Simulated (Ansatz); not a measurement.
System: Si$_{5}$C$_{19}$.

```
C Si
1.0
    -3.84376   -3.84381    0.00012
     0.00000    3.84369    3.84369
    -4.27016    4.27033   -4.27033
C Si
19 5
Cartesian
  -3.3624 -0.4805 2.2202
  -5.2246 3.2730 0.5707
  -3.2722 5.2256 0.5706
  -3.4789 -0.3639 -1.3656
  -5.2709 1.4279 2.4157
  -1.6226 -0.4805 0.4805
  -3.3624 -2.2202 0.4805
  -5.2871 1.4441 -1.4441
  -3.2722 3.2731 -1.3819
  -3.4789 1.3655 0.3639
  -5.2084 -0.3640 0.3640
  -4.3540 0.5111 -2.3519
  -6.1655 2.3225 1.5212
  -2.4485 0.4896 -0.4896
  -4.3324 -1.3944 -0.4896
  -2.5639 -1.2789 1.2789
  -4.3540 2.3519 -0.5111
  -6.1948 0.5111 -0.5110
  -4.3324 0.4896 1.3944
  -1.3531 1.3530 2.4907
  -4.2927 6.5403 -0.4502
  -6.5393 4.2932 -0.4496
  -4.2927 4.2939 -2.6966
  -2.5475 2.5484 1.2952
```

Space group P3m1; a generated structure, not necessarily the stable one.

All numbers below come from DFT PBE, scalar-relativistic, plane waves, PAW (Ansatz).

Predict the valence pseudo-density and electron localisation function between the atoms.

Answer. C–C (1.47 Å): the density is about 1.8 e/Å³ at the midpoint; the ELF peaks at about 0.95 between the atoms.
Si–C (1.77 Å): ρ is about 1.1 e/Å³ halfway; the ELF peaks at about 0.95 between the atoms.
Si–Si (2.07 Å): ρ is about 0.87 e/Å³ halfway; the ELF peaks at about 1 between the atoms.

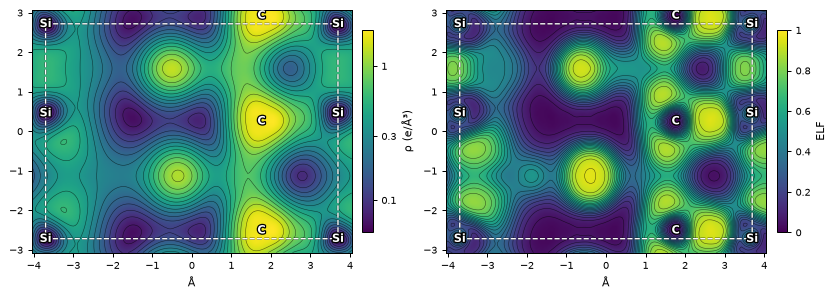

Computed valence pseudo-density and electron localisation function on the (11̄0) plane of the conventional cell, in this order. Atoms just off the plane (C, 0.7 Å away and Si, 0.9 Å away) can leave unmarked features too.

The density is the valence pseudo-density of a PAW calculation; it isn't the true density close to the nuclei.
